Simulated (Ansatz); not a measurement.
**BGaH$_{7}$NO (SMILES NB[OH+][GaH3-]): density, localisation and related maps**

Input file:

```
crystal:
  periodic: [false, false, false]
  atoms:
    - {symbol: B, position_ang: [-0.479785, 0.848366, -1.378220]}
    - {symbol: Ga, position_ang: [0.384966, -0.504674, 1.525819]}
    - {symbol: N, position_ang: [0.298275, 1.962256, -1.090758]}
    - {symbol: O, position_ang: [-0.539599, -0.195839, -0.439087]}
    - {symbol: H, position_ang: [0.824223, 2.050528, -0.229024]}
    - {symbol: H, position_ang: [0.381486, 2.742841, -1.723914]}
    - {symbol: H, position_ang: [-1.101912, 0.739453, -2.392068]}
    - {symbol: H, position_ang: [-1.101675, -0.932798, -0.713556]}
    - {symbol: H, position_ang: [1.172917, 0.874891, 1.590666]}
    - {symbol: H, position_ang: [1.194709, -1.813553, 1.151064]}
    - {symbol: H, position_ang: [-0.962106, -0.638364, 2.348509]}
basis:
  gaussian: {orbitals: def2-TZVPD}
output: {forces: true, orbitals: {seedname: orbitals}}
hamiltonian: {xc: pbe0}
```

Launched as:

```sh
ansatz run input.yaml --threads 2 --pin off --max-ram 4350MiB --events-out events.jsonl --progress --plain --runs-dir runs
```

Geometry: B3LYP/6-31G*.

Level of theory: Ansatz, isolated molecule in a Gaussian basis; Kohn-Sham density functional theory, functional PBE0.

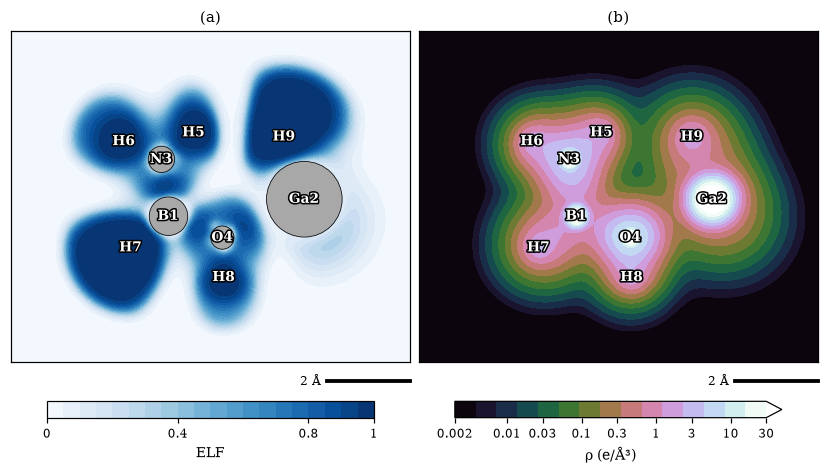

Figure 1. (a) electron localisation function; (b) total electron density on the plane of atoms H5, N3 and H6. Grey discs cover the atomic cores in the ELF map.

Question: Read the bonding off the picture.

Answer: The plane passes through B, Ga, N, O and H nuclei.
B–N (1.39 Å): ρ at the midpoint is about 2 e/Å³; the ELF peaks at about 0.95 between the atoms, as expected for a short, strongly polar bond.
B–O (1.41 Å): ρ at the midpoint is about 1.9 e/Å³; the ELF peaks at about 0.90 between the atoms: a polar covalent bond.
Ga–O (2.19 Å): the density is about 0.33 e/Å³ at the midpoint; the ELF peaks at about 0.90 in the valence shell of O, 0.6 Å from its nucleus, and is about 0.15 at the midpoint.
O–H (0.97 Å): ρ at the midpoint is about 3.8 e/Å³; the ELF climbs to about 1 towards the hydrogen, as it does in any bond to H: an ordinary covalent bond to hydrogen.
N–H (1.01 Å): ρ is about 2.9 e/Å³ halfway; the ELF climbs to about 1 towards the hydrogen; a covalent bond by its length.

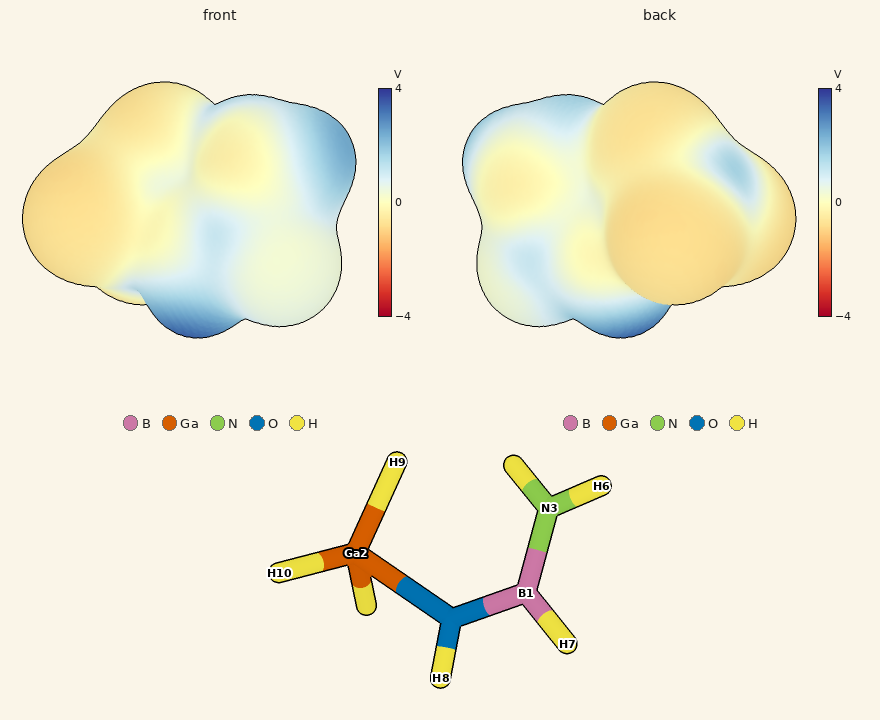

Figure 2. The electrostatic potential painted on the density surface at 0.002 e/bohr³, seen from the front and from behind; the colour scale runs from red (negative) to blue (positive). The bare structure is drawn below in the same view.

Question: Which sites attract a positive test charge, and which a negative one?

Answer: A positive charge is drawn to the negative regions and a negative charge to the positive ones. The most negative region (about −0.8 V, or −18 kcal/mol for a unit charge) lies over H10 and H11, the most positive (about +3.3 V, or +76 kcal/mol for a unit charge) over H8.

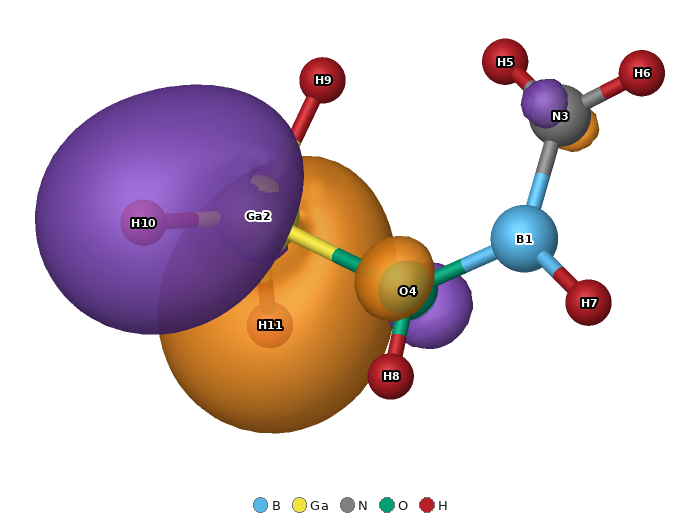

Figure 3. The HOMO at ±0.1 Å⁻³ᐟ² (orange and purple are the two phases), seen at a tilt.

Question: Describe this orbital and give its energy.

Answer: By Hirshfeld shares it lies mainly on Ga2 (about 35 %), H10 (about 30 %) and H11 (about 30 %). Its energy is −7.69 eV.
